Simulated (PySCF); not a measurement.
Dissociation curve of CS, singlet.

RKS-PBE0 = restricted PBE0/cc-pVTZ run with PySCF; RHF/cc-pVTZ (PySCF); UKS-PBE0 = unrestricted PBE0/cc-pVTZ (PySCF).

Magnitude of the dipole moment (D; its direction can reverse along the curve, and a method can change to another solution) and Mulliken charge of the fragment that holds C1:

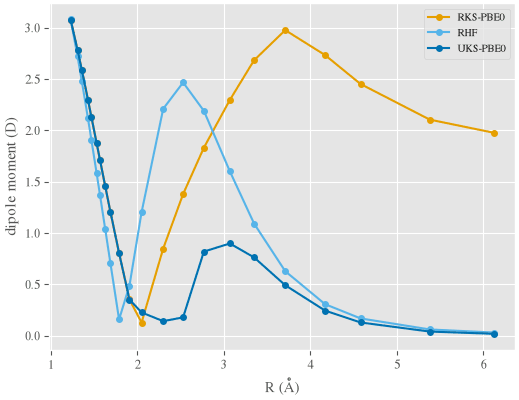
Fig. 1. Dipole moment against bond length.

```json
[
 {"R / Å": "1.23", "μ RKS-PBE0": "3.08", "q RKS-PBE0": "-0.42", "μ RHF": "3.08", "q RHF": "-0.43", "μ UKS-PBE0": "3.08", "q UKS-PBE0": "-0.42"},
 {"R / Å": "1.31", "μ RKS-PBE0": "2.78", "q RKS-PBE0": "-0.33", "μ RHF": "2.72", "q RHF": "-0.32", "μ UKS-PBE0": "2.78", "q UKS-PBE0": "-0.33"},
 {"R / Å": "1.36", "μ RKS-PBE0": "2.59", "q RKS-PBE0": "-0.28", "μ RHF": "2.48", "q RHF": "-0.26", "μ UKS-PBE0": "2.59", "q UKS-PBE0": "-0.28"},
 {"R / Å": "1.43", "μ RKS-PBE0": "2.30", "q RKS-PBE0": "-0.22", "μ RHF": "2.12", "q RHF": "-0.18", "μ UKS-PBE0": "2.30", "q UKS-PBE0": "-0.22"},
 {"R / Å": "1.47", "μ RKS-PBE0": "2.13", "q RKS-PBE0": "-0.19", "μ RHF": "1.91", "q RHF": "-0.14", "μ UKS-PBE0": "2.13", "q UKS-PBE0": "-0.19"},
 {"R / Å": "1.53", "μ RKS-PBE0": "1.88", "q RKS-PBE0": "-0.14", "μ RHF": "1.59", "q RHF": "-0.09", "μ UKS-PBE0": "1.88", "q UKS-PBE0": "-0.14"},
 {"R / Å": "1.57", "μ RKS-PBE0": "1.71", "q RKS-PBE0": "-0.12", "μ RHF": "1.37", "q RHF": "-0.05", "μ UKS-PBE0": "1.71", "q UKS-PBE0": "-0.12"},
 {"R / Å": "1.63", "μ RKS-PBE0": "1.46", "q RKS-PBE0": "-0.09", "μ RHF": "1.04", "q RHF": "-0.01", "μ UKS-PBE0": "1.46", "q UKS-PBE0": "-0.09"},
 {"R / Å": "1.69", "μ RKS-PBE0": "1.21", "q RKS-PBE0": "-0.06", "μ RHF": "0.71", "q RHF": "0.03", "μ UKS-PBE0": "1.21", "q UKS-PBE0": "-0.06"},
 {"R / Å": "1.79", "μ RKS-PBE0": "0.80", "q RKS-PBE0": "-0.02", "μ RHF": "0.16", "q RHF": "0.09", "μ UKS-PBE0": "0.80", "q UKS-PBE0": "-0.02"},
 {"R / Å": "1.91", "μ RKS-PBE0": "0.35", "q RKS-PBE0": "0.02", "μ RHF": "0.49", "q RHF": "0.14", "μ UKS-PBE0": "0.35", "q UKS-PBE0": "0.02"},
 {"R / Å": "2.05", "μ RKS-PBE0": "0.13", "q RKS-PBE0": "0.06", "μ RHF": "1.20", "q RHF": "0.19", "μ UKS-PBE0": "0.23", "q UKS-PBE0": "0.02"},
 {"R / Å": "2.30", "μ RKS-PBE0": "0.85", "q RKS-PBE0": "0.11", "μ RHF": "2.21", "q RHF": "0.23", "μ UKS-PBE0": "0.14", "q UKS-PBE0": "0.01"},
 {"R / Å": "2.53", "μ RKS-PBE0": "1.38", "q RKS-PBE0": "0.14", "μ RHF": "2.47", "q RHF": "0.21", "μ UKS-PBE0": "0.18", "q UKS-PBE0": "0.03"},
 {"R / Å": "2.77", "μ RKS-PBE0": "1.83", "q RKS-PBE0": "0.15", "μ RHF": "2.19", "q RHF": "0.16", "μ UKS-PBE0": "0.82", "q UKS-PBE0": "-0.05"},
 {"R / Å": "3.07", "μ RKS-PBE0": "2.30", "q RKS-PBE0": "0.17", "μ RHF": "1.60", "q RHF": "0.10", "μ UKS-PBE0": "0.90", "q UKS-PBE0": "-0.06"},
 {"R / Å": "3.35", "μ RKS-PBE0": "2.68", "q RKS-PBE0": "0.17", "μ RHF": "1.09", "q RHF": "0.06", "μ UKS-PBE0": "0.76", "q UKS-PBE0": "-0.04"},
 {"R / Å": "3.71", "μ RKS-PBE0": "2.98", "q RKS-PBE0": "0.17", "μ RHF": "0.63", "q RHF": "0.03", "μ UKS-PBE0": "0.49", "q UKS-PBE0": "-0.02"},
 {"R / Å": "4.17", "μ RKS-PBE0": "2.73", "q RKS-PBE0": "0.14", "μ RHF": "0.31", "q RHF": "0.01", "μ UKS-PBE0": "0.24", "q UKS-PBE0": "-0.01"},
 {"R / Å": "4.58", "μ RKS-PBE0": "2.45", "q RKS-PBE0": "0.11", "μ RHF": "0.17", "q RHF": "0.00", "μ UKS-PBE0": "0.13", "q UKS-PBE0": "0.00"},
 {"R / Å": "5.38", "μ RKS-PBE0": "2.10", "q RKS-PBE0": "0.08", "μ RHF": "0.06", "q RHF": "0.00", "μ UKS-PBE0": "0.04", "q UKS-PBE0": "0.00"},
 {"R / Å": "6.12", "μ RKS-PBE0": "1.98", "q RKS-PBE0": "0.07", "μ RHF": "0.03", "q RHF": "0.00", "μ UKS-PBE0": "0.02", "q UKS-PBE0": "0.00"}
]
```

The restricted form behind RKS-PBE0, RHF keeps the bonding electrons paired and can't separate into open-shell fragments. The unrestricted solution behind UKS-PBE0 changes between 2.05 and 2.30 Å and between 2.53 and 2.77 Å, which can leave a kink. The unrestricted determinant behind UKS-PBE0 is spin-contaminated at 2.05 to 6.12 Å (<S²> up to 2.0, against 0.00 for a pure singlet).
